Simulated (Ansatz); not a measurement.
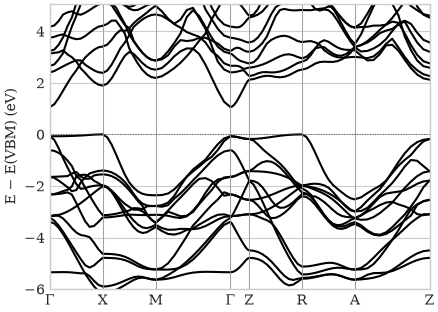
Band structure from plane-wave PAW PBEsol (Ansatz code)

### Question
Read off the gap and where the band edges lie.

### Answer
About 1.1 eV (1.06 eV by a search for the band edges); maximum at X, minimum at Γ.

### Question
Which compound is it?
A. Si3Ge, P-4m2 (Si on 2g, Si on 1a, Ge on 1c)
B. SiGeC2, P-4m2 (Si on 1a, C on 2g, Ge on 1c)
C. Zn4TeS3, P-4m2 (Pearson symbol tP8)
D. BaCuSF, P4/nmm (Ba on 2c, Cu on 2b, S on 2c, F on 2a)

### Answer
C, Zn4TeS3, P-4m2 (Pearson symbol tP8)

The start of the workflow was typed in or built on a structure type; neither database checked (COD, Materials Project) lists it. Whether it is the stable phase at ambient conditions was not checked. Symmetry was held in the PBEsol relaxation; its stability against distortions is not shown here. Spin–orbit coupling is left out wherever it is not named.

Potentials: the earlier of the program's two PAW sets. The files were generated under PBE; for other functionals the program regenerates the frozen cores, and for LDA and PBEsol the local potential too.
